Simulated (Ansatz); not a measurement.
# CH6S2Si: how energies converge with the basis set

How large a basis does CH6S2Si need? Two functionals are run in growing sets.

The runs use Ansatz 0.2.0, Gaussian basis; one geometry, several basis sets.

Levels to be run: PBE0-D4/def2-SVP; ωB97M-V/def2-SVP; PBE0-D4/def2-QZVPP; ωB97M-V/def2-QZVPP; the functionals' def2-TZVPP values are taken from earlier runs.

**1. The geometry**

An earlier PBE0-D4 in a triple-zeta def2 set relaxation fixed the geometry.

SMILES `CS[SiH2]S`, 10 atoms, charge 0, spin multiplicity 1.

Atoms are counted from 1 here; the program's logs count them from 0.

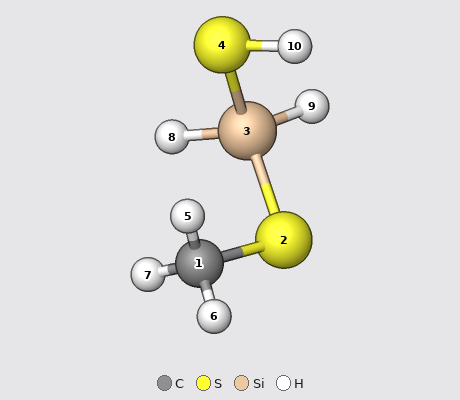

The geometry (carbon grey, sulfur yellow, silicon light orange, hydrogen white); atoms are numbered from 1 in the order of the file.

**2. PBE0-D4 in def2-SVP**

in.yaml

```yaml
crystal:
  periodic: [false, false, false]
  atoms:
    - {symbol: C, position_ang: [-1.171459, 1.130123, -0.534440]}
    - {symbol: S, position_ang: [-0.324444, 0.932522, 1.059125]}
    - {symbol: Si, position_ang: [0.501542, -1.000323, 0.797178]}
    - {symbol: S, position_ang: [1.797115, -1.158942, -0.895927]}
    - {symbol: H, position_ang: [-0.475494, 0.983400, -1.359901]}
    - {symbol: H, position_ang: [-1.553303, 2.149960, -0.563267]}
    - {symbol: H, position_ang: [-2.005408, 0.434020, -0.620648]}
    - {symbol: H, position_ang: [-0.537876, -2.021605, 0.512502]}
    - {symbol: H, position_ang: [1.203280, -1.286465, 2.071206]}
    - {symbol: H, position_ang: [2.649245, -0.213892, -0.462927]}
basis:
  gaussian: {orbitals: def2-SVP}
hamiltonian: {xc: pbe0, dispersion: d4}
output: {orbitals: {seedname: orbitals}}
```

The run is started by

```sh
$ ansatz run in.yaml --threads 2 --pin off --events-out ev --progress --plain --max-ram 4352MiB
```

Standard output:

```text
Functional definition: PBE0
  name "PBE0"
  cite "Adamo & Barone, J. Chem. Phys. 110, 6158 (1999) doi:10.1063/1.478522"
  cite "Perdew, Burke & Ernzerhof, Phys. Rev. Lett. 77, 3865 (1996) doi:10.1103/PhysRevLett.77.3865"
  parent pbe
  parameter a = 0.25
  parameter kappa = 0.804
  parameter beta = 0.06672455060314922
  exchange = (1 - a)*pbe_x(kappa = kappa, mu = beta*pi^2/3) + a*exact_x
  correlation = pbe_c(beta = beta)
945 factors; integrals over basis functions are off by at most 1.2e-3 eV
mean field evaluation 1: about -30659.6366 eV, gradient 3.2e1 eV
mean field evaluation 2: about -30658.8028 eV, gradient 3.6e1 eV
mean field evaluation 4: about -30662.2291 eV, gradient 6.3e-1 eV
mean field evaluation 8: about -30662.3332 eV, gradient 9.7e-2 eV
mean field evaluation 16: about -30662.3332 eV, gradient 1.6e-5 eV
mean field -30662.33322621 eV, -1126.8199623872 hartree, gradient 1.6e-5 eV, S^2 0.000000; 0 other end points of the search recorded, 0 dependent functions left out
reference -30662.33325170 eV, -1126.8199633240 hartree; 29, 29 occupied and 69, 69 virtual orbitals, 945 factors
Total energy: -30662.55941602 eV, -1126.8282747094 hartree
```

It took 1.5 s on 2 threads of AMD EPYC 7B13, shared host.

**3. ωB97M-V in def2-SVP**

in.yaml, as its differences from that of step 2:

```diff
@@ -15,3 +15,3 @@
   gaussian: {orbitals: def2-SVP}
-hamiltonian: {xc: pbe0, dispersion: d4}
+hamiltonian: {xc: {name: wB97M-V}}
 output: {orbitals: {seedname: orbitals}}
```

The command is unchanged.

Standard output, cut to the lines that bear on the results:

```text
Functional definition: wB97M-V
  name "wB97M-V"
  cite "Mardirossian & Head-Gordon, J. Chem. Phys. 144, 214110 (2016) doi:10.1063/1.4952647"
  cite "Becke, J. Chem. Phys. 107, 8554 (1997) doi:10.1063/1.475007"
  cite "Vydrov & Van Voorhis, J. Chem. Phys. 133, 244103 (2010) doi:10.1063/1.3521275"
  # Of w^i u^j: cxij and so on, Table III.
[...]
  gx(w, u) = 1 - cx + cx01*u + cx10*w
  gss(w, u) = css00 + css04*u^4 + css10*w + css20*w^2 + css43*w^4*u^3
  gos(w, u) = cos00 + cos10*w + (cos20 + cos21*u)*w^2 + (cos60 + cos61*u)*w^6
[...]
      + integral(e_c_pw_mod_opposite_spin*gos(b97_w_opposite, b97_u_opposite)) + vv10(b, c)
945 factors; integrals over basis functions are off by at most 1.2e-3 eV
324 factors; integrals over basis functions are off by at most 8.5e-6 eV
[...]
mean field -30671.88823655 eV, -1127.1711025408 hartree, gradient 1.9e-5 eV, S^2 0.000000; 0 other end points of the search recorded, 0 dependent functions left out
reference -30671.88827720 eV, -1127.1711040345 hartree; 29, 29 occupied and 69, 69 virtual orbitals, 945 factors
Total energy: -30671.88827720 eV, -1127.1711040345 hartree
```

Run time: 5.5 s. Hardware: 2 threads of AMD EPYC 7B13, shared host; peak memory 0.3 GiB.

**4. PBE0-D4 in def2-QZVPP**

in.yaml, as its differences from that of step 3:

```diff
@@ -14,4 +14,4 @@
 basis:
-  gaussian: {orbitals: def2-SVP}
-hamiltonian: {xc: {name: wB97M-V}}
+  gaussian: {orbitals: "def2-QZVPP.json"}
+hamiltonian: {xc: pbe0, dispersion: d4}
 output: {orbitals: {seedname: orbitals}}
```

Same command.

Standard output:

```text
Functional definition: PBE0
  name "PBE0"
  cite "Adamo & Barone, J. Chem. Phys. 110, 6158 (1999) doi:10.1063/1.478522"
  cite "Perdew, Burke & Ernzerhof, Phys. Rev. Lett. 77, 3865 (1996) doi:10.1103/PhysRevLett.77.3865"
  parent pbe
  parameter a = 0.25
  parameter kappa = 0.804
  parameter beta = 0.06672455060314922
  exchange = (1 - a)*pbe_x(kappa = kappa, mu = beta*pi^2/3) + a*exact_x
  correlation = pbe_c(beta = beta)
1680 factors; their error is unknown
mean field evaluation 1: about -30670.5888 eV, gradient 4.4e1 eV
mean field evaluation 2: about -30668.6884 eV, gradient 4.9e1 eV
mean field evaluation 4: about -30674.9366 eV, gradient 1.6e0 eV
mean field evaluation 8: about -30674.9387 eV, gradient 3.0e-2 eV
mean field evaluation 16: about -30674.9664 eV, gradient 1.1e-4 eV
mean field -30674.96643886 eV, -1127.2842243892 hartree, gradient 1.6e-5 eV, S^2 0.000000; 0 other end points of the search recorded, 0 dependent functions left out
reference -30674.96647733 eV, -1127.2842258029 hartree; 29, 29 occupied and 418, 418 virtual orbitals, 1680 factors
Total energy: -30675.19264165 eV, -1127.2925371883 hartree
```

Wall time 13 s (2 threads of AMD EPYC 7B13, shared host); peak memory 1.5 GiB.

**5. ωB97M-V in def2-QZVPP**

in.yaml, as its differences from that of step 4:

```diff
@@ -15,3 +15,3 @@
   gaussian: {orbitals: "def2-QZVPP.json"}
-hamiltonian: {xc: pbe0, dispersion: d4}
+hamiltonian: {xc: {name: wB97M-V}}
 output: {orbitals: {seedname: orbitals}}
```

The command is unchanged.

Standard output, cut to the lines that bear on the results:

```text
Functional definition: wB97M-V
  name "wB97M-V"
  cite "Mardirossian & Head-Gordon, J. Chem. Phys. 144, 214110 (2016) doi:10.1063/1.4952647"
  cite "Becke, J. Chem. Phys. 107, 8554 (1997) doi:10.1063/1.475007"
  cite "Vydrov & Van Voorhis, J. Chem. Phys. 133, 244103 (2010) doi:10.1063/1.3521275"
  # Of w^i u^j: cxij and so on, Table III.
[...]
  gx(w, u) = 1 - cx + cx01*u + cx10*w
  gss(w, u) = css00 + css04*u^4 + css10*w + css20*w^2 + css43*w^4*u^3
  gos(w, u) = cos00 + cos10*w + (cos20 + cos21*u)*w^2 + (cos60 + cos61*u)*w^6
[...]
      + integral(e_c_pw_mod_opposite_spin*gos(b97_w_opposite, b97_u_opposite)) + vv10(b, c)
1604 factors; their error is unknown
363 factors; integrals over basis functions are off by at most 1.2e-5 eV
[...]
mean field -30684.53868202 eV, -1127.6359978367 hartree, gradient 3.0e-5 eV, S^2 0.000000; 0 other end points of the search recorded, 0 dependent functions left out
reference -30684.53874370 eV, -1127.6360001034 hartree; 29, 29 occupied and 418, 418 virtual orbitals, 1604 factors
Total energy: -30684.53874370 eV, -1127.6360001034 hartree
```

Wall time 25 s (2 threads of AMD EPYC 7B13, shared host); peak memory 1.8 GiB.

**6. Density functionals: the series**

The def2-TZVPP values come from earlier runs at the same geometry.

```
functional       basis  functions  energy (eV)  from the largest (eV)  HOMO (eV)  LUMO (eV)
   PBE0-D4    def2-SVP         98  -30662.5594                 12.633      -7.00       0.54
   PBE0-D4  def2-TZVPP        241  -30674.2004                  0.992      -7.07       0.03
   PBE0-D4  def2-QZVPP        447  -30675.1926                  0.000      -7.10      -0.14
   ωB97M-V    def2-SVP         98  -30671.8883                 12.650      -9.13       2.55
   ωB97M-V  def2-TZVPP        241  -30683.5932                  0.946      -9.23       1.90
   ωB97M-V  def2-QZVPP        447  -30684.5387                  0.000      -9.27       1.43
```

**7. Outcome**

```
                                       quantity           value
PBE0-D4: double and triple zeta above quadruple  12.63, 0.99 eV
ωB97M-V: double and triple zeta above quadruple  12.65, 0.95 eV
```

What this shows: For PBE0-D4 the step from double to triple zeta gains 11.64 eV and the next only 0.99 eV. These are total energies; as a rule much of such shifts cancels in differences, which this series doesn't test. The LUMO of ωB97M-V is positive and keeps falling with the basis (2.55 to 1.43 eV): an unbound level that the basis holds in place.

For PBE0-D4 the largest set took about 9 times as long as the smallest (13 s against 1.5 s).
